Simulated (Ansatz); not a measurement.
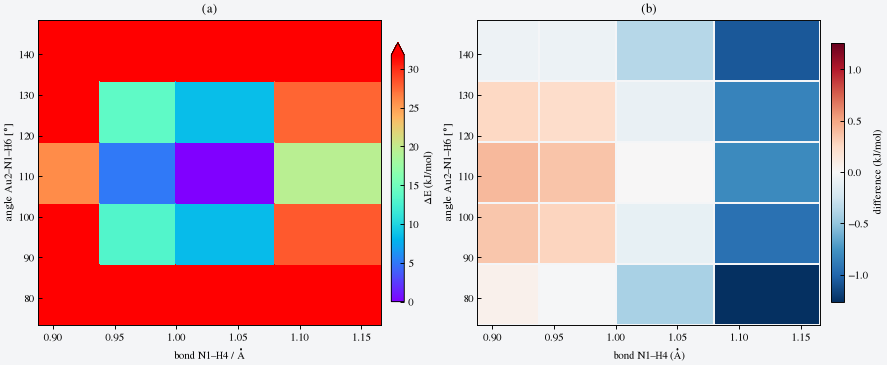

AuClH3N, SMILES [NH3+][Au-][Cl]. Two internal coordinates are moved rigidly from the geometry relaxed at PBE0-D4/def2-TZVP, all others fixed. The first coordinate is: bond N1–H4; the second: angle Au2–N1–H6. Grid: 4 × 5 points. Energies are in kJ/mol, from each map's own lowest point. Computed with Ansatz 0.2.0, RKS PBE0-D4/def2-TZVPP.

Panel (a): Ansatz 0.2.0, RKS PBE0-D4/def2-TZVPP. Panel (b): the map at RKS r2SCAN-D4/def2-TZVPP (Ansatz) less the map of (a), each from its own lowest point.

Q: How does the change of method alter the landscape?

A: The difference runs from −1.3 kJ/mol at bond N1–H4 = 1.123 Å, angle Au2–N1–H6 = 81° to 0.41 kJ/mol at bond N1–H4 = 0.913 Å, angle Au2–N1–H6 = 111°.
